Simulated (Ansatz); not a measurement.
## Electronic structure of CH₅BrSSi₂ (SMILES SC1[SiH2][SiH]1Br) in real space

The calculation's input:

```
crystal:
  periodic: [false, false, false]
  atoms:
    - { symbol: S, position_ang: [-2.1483, -0.1666, -0.3724] }
    - { symbol: C, position_ang: [-0.5091, -0.6242, -0.4247] }
    - { symbol: Si, position_ang: [0.2083, -0.8382, 1.1634] }
    - { symbol: Si, position_ang: [0.6875, 0.5368, -1.199] }
    - { symbol: Br, position_ang: [0.5015, 2.6021, -0.4219] }
    - { symbol: H, position_ang: [-2.0703, 1.0681, 0.2628] }
    - { symbol: H, position_ang: [-0.4408, -1.5617, -0.9558] }
    - { symbol: H, position_ang: [0.66228, -2.27375, 1.49993] }
    - { symbol: H, position_ang: [-0.50643, -0.24778, 2.38509] }
    - { symbol: H, position_ang: [2.028, 0.1066, -1.3614] }
basis:
  gaussian: { orbitals: def2-SVP }
hamiltonian:
  xc: pbe
relax:
  f_tol: 0.015
  max_steps: 40
output:
  orbitals: {}
```

Launched as:

```sh
ansatz run input.yaml --threads 2 --pin off --max-ram 3072MiB --backend cpu --events-out ev --progress --plain --runs-dir out
```

The fields are those of the relaxed geometry.

These are results of Ansatz, RKS PBE/def2-SVP, not measurements.

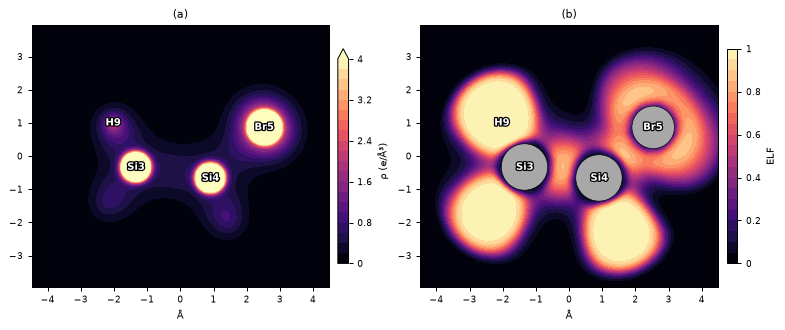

Figure 1. (a) electron density; (b) ELF on the plane of atoms Si4, Si3 and H9. Grey discs cover the atomic cores in the ELF map.

**What do the fields say about this system?**

Atoms in the plane: Si, Br and H.
Si–Br (2.24 Å): the density is about 0.73 e/Å³ at the midpoint; the ELF peaks at about 0.85 between the atoms (a shared but strongly polarised pair).
Si–Si (2.27 Å): ρ is about 0.58 e/Å³ halfway; the ELF peaks at about 0.85 between the atoms; a shared electron pair.
Si–H (1.50 Å): ρ at the midpoint is about 0.75 e/Å³; the ELF climbs to about 1 towards the hydrogen, as it does in any bond to H.
The ELF also peaks beside Br5, away from the bonds: lone-pair regions.

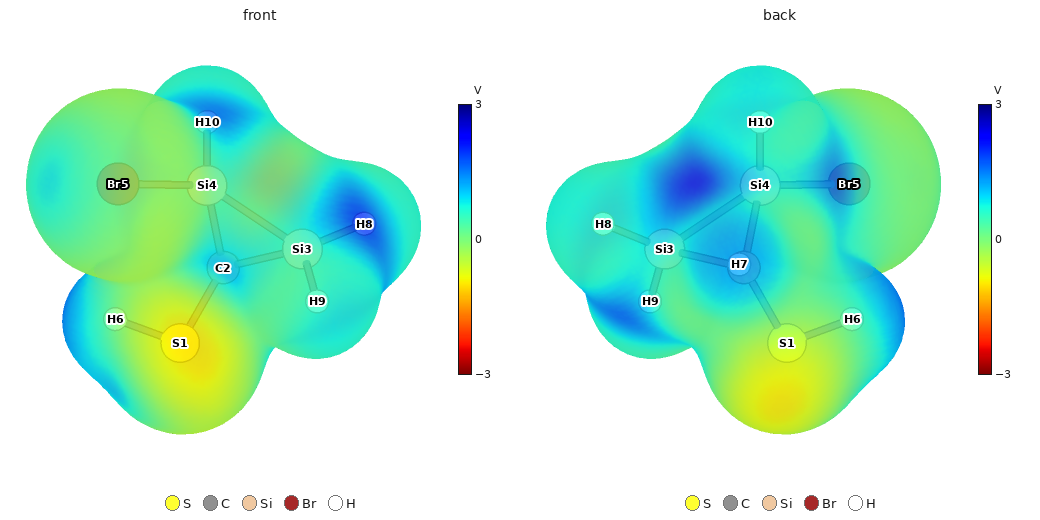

Figure 2. The molecular electrostatic potential painted on the density surface at 0.004 e/bohr³, seen from the front and from behind; red is negative and blue positive.

**Describe the electrostatic potential map.**

The most negative region (about −1.0 V) lies over S1, the most positive (about +2.0 V) over Si3 and Si4. Br5 shows a σ-hole: about +0.9 V at the tip opposite its bond, against about −0.2 V on its flanks.

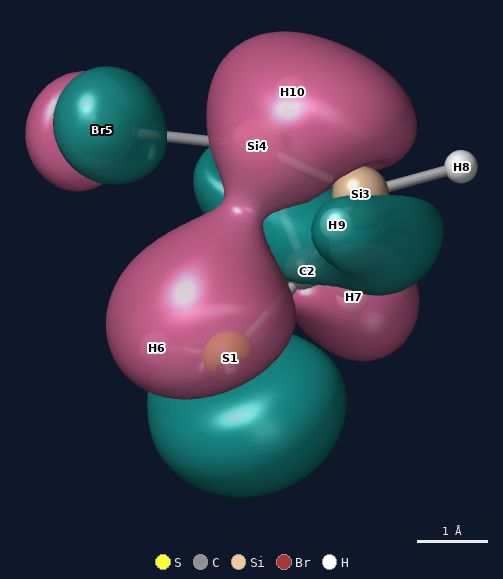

Figure 3. The HOMO at ±0.06 Å⁻³ᐟ² (teal and pink are the two phases), seen at a tilt.

**What is the character of this orbital?**

Its weight (Hirshfeld) is mainly on S1 (about 55 %), Si3 (about 10 %), Si4 (about 10 %) and C2 (about 10 %). Its energy is −5.36 eV.

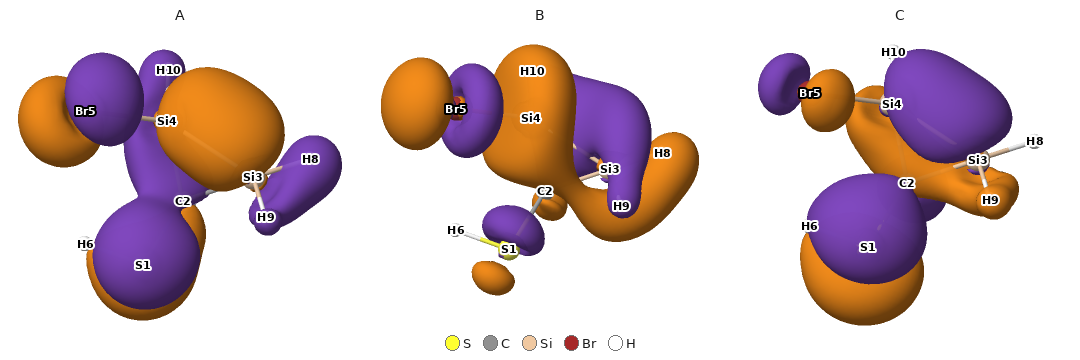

Figure 4. Three frontier orbitals at ±0.08 Å⁻³ᐟ² (orange and purple are the two phases), in no order.

**Which picture is the HOMO−1, the HOMO and the LUMO?**

A is the HOMO−1 (−6.36 eV). Its weight (Hirshfeld) is mainly on S1 (about 30 %), Si3 (about 20 %), Si4 (about 20 %), Br5 (about 15 %) and C2 (about 10 %). C is the HOMO (−5.36 eV). Its weight (Hirshfeld) is mainly on S1 (about 55 %), Si3 (about 10 %), Si4 (about 10 %) and C2 (about 10 %). B is the LUMO (−1.96 eV). By Hirshfeld shares it lies mainly on Si4 (about 35 %), Br5 (about 25 %) and Si3 (about 20 %).

**What is the HOMO–LUMO gap?**

3.40 eV between the orbital energies.
